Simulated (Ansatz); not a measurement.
# Co: energy of spin spirals, part 2 of 2

Is the ferromagnetic state of Co stable against spirals with wavevectors from Γ to K? Methods of the runs shown: PAW.

Ansatz 0.2.0; DFT LDA; a Materials Project cell.

**6. Spiral at 0.5 of the way from Γ to K, PAW**

Contents of input.yaml:

```yaml
crystal:
  lattice:
    - [2.4873648738, 0.0, 0.0]
    - [-1.2436824369, 2.1541211692, 0.0]
    - [0.0, 0.0, 4.0632895034]
  atoms:
    - { symbol: Co, position: [0.6666666667, 0.3333333333, 0.259861], spin: 1.6, spin_axis: [1.0, 0.0, 0.0] }
    - { symbol: Co, position: [0.3333333333, 0.6666666667, 0.740139], spin: 1.6, spin_axis: [1.0, 0.0, 0.0] }
magnetization:
  noncollinear: true
  spin_spiral: { q: [0.1666666667, 0.1666666667, 0.0] }
kpoints:
  mp_grid: { grid: [18, 18, 7], shift: [0.5, 0.5, 0.0] }
scf:
  occupations: { method: fermi_dirac, width: 0.08 }
  lower_state_search: "off"
hamiltonian:
  xc: lda
  pseudopotentials: { kind: paw }
output:
  eigenvalues: false
```

Command:

```bash
$ ansatz run input.yaml --threads 2 --pin off --max-ram 5120MiB --backend cpu --events-out ev --progress --plain --runs-dir out
```

Standard output, cut to the lines that bear on the results:

```text
settings of this run that can trade accuracy for cost: output.eigenvalues: false. Do not mix this run's numbers with those of runs without the same settings; the input reference describes each key
[...]
Pseudopotentials: kind: paw
Pseudopotential: Co, paw, valence charge 17, recommended cutoff 420 eV (normal)
Functional definition: SPW92
[...]
Crystal: 2 atoms, lattice volume = 21.771 Å³
Basis set: ecut = 420 eV, 391 PW (Γ)
Bands: 42, of which v1, the nominal top of the filled ones, is band 34 counted from 1 (33 counted from 0)
Symmetry: 2 space group operations
k-points: 603 of 2268
Spin spiral: q = (0.1666666667, 0.1666666667, 0) of the reciprocal vectors; moments are told in the frame that turns with it, a site's in that at the site
[...]
Starting moments: Σ|m| = 3.2 μB on 2 of 2 sites
[...]
SCF iter  13: F=-10125.210888 eV  HF=-10125.210888 eV  |F-HF|=4.31e-8  |Δ(HF+E_count)|=   8.19e-7  Δρ=2.13e-5  dr2=4.48e-8  dr2_m=2.39e-9  ethr=6.31e-11  |M|=2.40e0 ∫|m|=2.65e0 μB  |m|>n=0.0e0 m-floor=0.0e0 τ_xc=3.2e-18  ⟨swp⟩=4.0  Hψ=79317  notcnv=0
[...]
SCF converged after 13 iterations
Magnetization: |M| = 2.3977 μB,  M = (+2.3977, +0.0000, +0.0000) μB
Absolute magnetization: 2.6485 μB (∫|m|, with the PAW one-centre terms)
  site 0: m = (+1.2767, +0.0000, +0.0000) μB, |m| = 1.2767 μB  (R = 1.00 Å)
  site 1: m = (+1.2767, +0.0000, +0.0000) μB, |m| = 1.2767 μB  (R = 1.00 Å)
Free energy (F): -10125.210888 eV
[...]
E sigma→0 (E₀):  -10125.173770 eV
Entropy (-TS):   -0.074235 eV (-37.118 meV/atom)
Fermi energy:    18.212297 eV
[...]
settings of this run that can trade accuracy for cost: output.eigenvalues: false. Do not mix this run's numbers with those of runs without the same settings; the input reference describes each key
```

Wall time 68 s (2 threads of Intel Xeon 6975P-C (Granite Rapids), shared host); peak memory 1.1 GiB.

In short: moment of the cell in the turning frame 2.40 μB; moments (x, y, z) Co1 (1.28, 0.00, 0.00), Co2 (1.28, 0.00, 0.00) μB.

**7. Spiral at 0.667 of the way from Γ to K, PAW**

Edit input.yaml of step 6 so:

```diff
@@ -10,5 +10,5 @@
   noncollinear: true
-  spin_spiral: { q: [0.1666666667, 0.1666666667, 0.0] }
+  spin_spiral: { q: [0.2222222222, 0.2222222222, 0.0] }
 kpoints:
-  mp_grid: { grid: [18, 18, 7], shift: [0.5, 0.5, 0.0] }
+  mp_grid: { grid: [18, 18, 7] }
 scf:
```

Command:

```bash
$ ansatz run input.yaml --threads 2 --pin off --max-ram 5120MiB --backend cpu --events-out ev --progress --plain --runs-dir out
```

Standard output, cut to the lines that bear on the results:

```text
settings of this run that can trade accuracy for cost: output.eigenvalues: false. Do not mix this run's numbers with those of runs without the same settings; the input reference describes each key
[...]
[... 3 set-up lines as earlier in the session ...]
[...]
Crystal: 2 atoms, lattice volume = 21.771 Å³
Basis set: ecut = 420 eV, 391 PW (Γ)
Bands: 42, of which v1, the nominal top of the filled ones, is band 34 counted from 1 (33 counted from 0)
[... 1 set-up line as earlier in the session ...]
k-points: 604 of 2268
Spin spiral: q = (0.2222222222, 0.2222222222, 0) of the reciprocal vectors; moments are told in the frame that turns with it, a site's in that at the site
[...]
Starting moments: Σ|m| = 3.2 μB on 2 of 2 sites
[...]
SCF converged after 16 iterations
an eigenvalue changed by more than its tolerance at an iteration that met the thresholds in force, so the SCF went on 1 time: the last check found none over its tolerance
Magnetization: |M| = 1.9296 μB,  M = (+1.9296, -0.0000, +0.0000) μB
Absolute magnetization: 2.1677 μB (∫|m|, with the PAW one-centre terms)
  site 0: m = (+1.0480, -0.0000, +0.0000) μB, |m| = 1.0480 μB  (R = 1.00 Å)
  site 1: m = (+1.0480, -0.0000, +0.0000) μB, |m| = 1.0480 μB  (R = 1.00 Å)
Free energy (F): -10125.147968 eV
[...]
E sigma→0 (E₀):  -10125.102371 eV
Entropy (-TS):   -0.091194 eV (-45.597 meV/atom)
Fermi energy:    18.187108 eV
[...]
settings of this run that can trade accuracy for cost: output.eigenvalues: false. Do not mix this run's numbers with those of runs without the same settings; the input reference describes each key
```

Wall time 84 s (2 threads of Intel Xeon 6975P-C (Granite Rapids), shared host); peak memory 1.2 GiB.

Result: moment of the cell in the turning frame 1.93 μB; moments (x, y, z) Co1 (1.05, 0.00, 0.00), Co2 (1.05, 0.00, 0.00) μB.

**8. Spiral at 0.833 of the way from Γ to K, PAW**

Edit input.yaml of step 7 so:

```diff
@@ -10,5 +10,5 @@
   noncollinear: true
-  spin_spiral: { q: [0.2222222222, 0.2222222222, 0.0] }
+  spin_spiral: { q: [0.2777777778, 0.2777777778, 0.0] }
 kpoints:
-  mp_grid: { grid: [18, 18, 7] }
+  mp_grid: { grid: [18, 18, 7], shift: [0.5, 0.5, 0.0] }
 scf:
```

Command:

```bash
$ ansatz run input.yaml --threads 2 --pin off --max-ram 5120MiB --backend cpu --events-out ev --progress --plain --runs-dir out
```

Standard output, cut to the lines that bear on the results:

```text
settings of this run that can trade accuracy for cost: output.eigenvalues: false. Do not mix this run's numbers with those of runs without the same settings; the input reference describes each key
[...]
[... 3 set-up lines as earlier in the session ...]
[...]
Crystal: 2 atoms, lattice volume = 21.771 Å³
Basis set: ecut = 420 eV, 391 PW (Γ)
Bands: 42, of which v1, the nominal top of the filled ones, is band 34 counted from 1 (33 counted from 0)
[... 1 set-up line as earlier in the session ...]
k-points: 603 of 2268
Spin spiral: q = (0.2777777778, 0.2777777778, 0) of the reciprocal vectors; moments are told in the frame that turns with it, a site's in that at the site
[...]
Starting moments: Σ|m| = 3.2 μB on 2 of 2 sites
[...]
SCF iter  18: F=-10125.119754 eV  HF=-10125.119754 eV  |F-HF|=2.09e-10  |Δ(HF+E_count)|=   1.68e-8  Δρ=3.26e-6  dr2=4.51e-10  dr2_m=7.33e-10  ethr=4.41e-12  |M|=1.59e0 ∫|m|=1.83e0 μB  |m|>n=0.0e0 m-floor=0.0e0 τ_xc=1.9e-18  ⟨swp⟩=2.0  Hψ=90350  notcnv=0
[...]
SCF converged after 18 iterations
Magnetization: |M| = 1.5854 μB,  M = (+1.5854, +0.0000, +0.0000) μB
Absolute magnetization: 1.8268 μB (∫|m|, with the PAW one-centre terms)
  site 0: m = (+0.8846, +0.0000, +0.0000) μB, |m| = 0.8846 μB  (R = 1.00 Å)
  site 1: m = (+0.8846, +0.0000, +0.0000) μB, |m| = 0.8846 μB  (R = 1.00 Å)
Free energy (F): -10125.119754 eV
[...]
E sigma→0 (E₀):  -10125.069386 eV
Entropy (-TS):   -0.100736 eV (-50.368 meV/atom)
Fermi energy:    18.179204 eV
[...]
settings of this run that can trade accuracy for cost: output.eigenvalues: false. Do not mix this run's numbers with those of runs without the same settings; the input reference describes each key
```

Wall time 95 s (2 threads of Intel Xeon 6975P-C (Granite Rapids), shared host); peak memory 1.2 GiB.

Read from it: moment of the cell in the turning frame 1.59 μB; moments (x, y, z) Co1 (0.88, 0.00, 0.00), Co2 (0.88, 0.00, 0.00) μB.

**9. Spiral at 1 of the way from Γ to K, PAW**

Edit input.yaml of step 8 so:

```diff
@@ -10,5 +10,5 @@
   noncollinear: true
-  spin_spiral: { q: [0.2777777778, 0.2777777778, 0.0] }
+  spin_spiral: { q: [0.3333333333, 0.3333333333, 0.0] }
 kpoints:
-  mp_grid: { grid: [18, 18, 7], shift: [0.5, 0.5, 0.0] }
+  mp_grid: { grid: [18, 18, 7] }
 scf:
```

Command:

```bash
$ ansatz run input.yaml --threads 2 --pin off --max-ram 5120MiB --backend cpu --events-out ev --progress --plain --runs-dir out
```

Standard output, cut to the lines that bear on the results:

```text
settings of this run that can trade accuracy for cost: output.eigenvalues: false. Do not mix this run's numbers with those of runs without the same settings; the input reference describes each key
[...]
[... 3 set-up lines as earlier in the session ...]
[...]
Crystal: 2 atoms, lattice volume = 21.771 Å³
Basis set: ecut = 420 eV, 391 PW (Γ)
Bands: 42, of which v1, the nominal top of the filled ones, is band 34 counted from 1 (33 counted from 0)
[... 1 set-up line as earlier in the session ...]
k-points: 604 of 2268
Spin spiral: q = (0.3333333333, 0.3333333333, 0) of the reciprocal vectors; moments are told in the frame that turns with it, a site's in that at the site
[...]
Starting moments: Σ|m| = 3.2 μB on 2 of 2 sites
[...]
SCF iter  20: F=-10125.104133 eV  HF=-10125.104133 eV  |F-HF|=3.18e-10  |Δ(HF+E_count)|=   3.96e-9  Δρ=1.12e-5  dr2=4.44e-10  dr2_m=6.87e-9  ethr=2.13e-11  |M|=1.29e0 ∫|m|=1.54e0 μB  |m|>n=0.0e0 m-floor=0.0e0 τ_xc=1.4e-18  ⟨swp⟩=1.9  Hψ=69960  notcnv=0
[...]
SCF converged after 20 iterations
Magnetization: |M| = 1.2939 μB,  M = (+1.2939, -0.0000, +0.0000) μB
Absolute magnetization: 1.5370 μB (∫|m|, with the PAW one-centre terms)
  site 0: m = (+0.7459, -0.0000, +0.0000) μB, |m| = 0.7459 μB  (R = 1.00 Å)
  site 1: m = (+0.7459, -0.0000, +0.0000) μB, |m| = 0.7459 μB  (R = 1.00 Å)
Free energy (F): -10125.104133 eV
[...]
E sigma→0 (E₀):  -10125.048770 eV
Entropy (-TS):   -0.110726 eV (-55.363 meV/atom)
Fermi energy:    18.171714 eV
[...]
settings of this run that can trade accuracy for cost: output.eigenvalues: false. Do not mix this run's numbers with those of runs without the same settings; the input reference describes each key
```

It took 1.9 min on 2 threads of Intel Xeon 6975P-C (Granite Rapids), shared host; peak memory 1.2 GiB.

Read from it: moment of the cell in the turning frame 1.29 μB; moments (x, y, z) Co1 (0.75, 0.00, 0.00), Co2 (0.75, 0.00, 0.00) μB.

**10. Side by side**

Free energies are per magnetic atom (2 in the cell), from each method's spiral at q = 0. Moments are those in the frame that turns with the spiral.

| run | method | energy from the method's reference (meV/magnetic atom) | total moment (μB) | largest site moment (μB) | cycles | time |
| --- | --- | --- | --- | --- | --- | --- |
| 0 of Γ–K, q = (0.000, 0.000, 0.000) | PAW | 0.0 | 3.16 | 1.63 | 11 | 23 s |
| 0.167 of Γ–K, q = (0.056, 0.056, 0.000) | PAW | 17.1 | 3.07 | 1.59 | 12 | 58 s |
| 0.333 of Γ–K, q = (0.111, 0.111, 0.000) | PAW | 59.3 | 2.80 | 1.47 | 16 | 73 s |
| 0.5 of Γ–K, q = (0.167, 0.167, 0.000) | PAW | 107.7 | 2.40 | 1.28 | 13 | 68 s |
| 0.667 of Γ–K, q = (0.222, 0.222, 0.000) | PAW | 139.2 | 1.93 | 1.05 | 16 | 84 s |
| 0.833 of Γ–K, q = (0.278, 0.278, 0.000) | PAW | 153.3 | 1.59 | 0.88 | 18 | 95 s |
| 1 of Γ–K, q = (0.333, 0.333, 0.000) | PAW | 161.1 | 1.29 | 0.75 | 20 | 1.9 min |

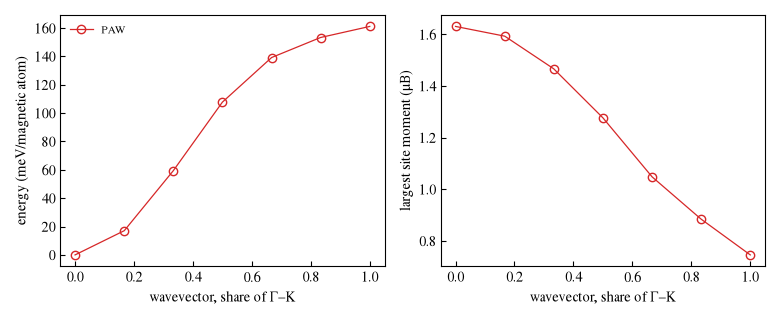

Energy and moment of the spiral against its wavevector.

**11. What came out**

This closing draws on all 2 parts.

| quantity | value |
| --- | --- |
| lowest of the spirals run (PAW) | 0 of Γ–K, +0.0 meV |
| energy at 1 of Γ–K (PAW) | +161.1 meV |

What this shows: By PAW the energy rises from q = 0 on, to +161.1 meV a magnetic atom at 1 of the way: along this line the ferromagnet is stable. The moment changes from 1.63 to 0.75 μB on the way, so a model of rigid moments is poor here. The magnetic state is the one reached from the start moments in this cell; it needn't be the ground state. The k mesh (18×18×7) wasn't tested for convergence.
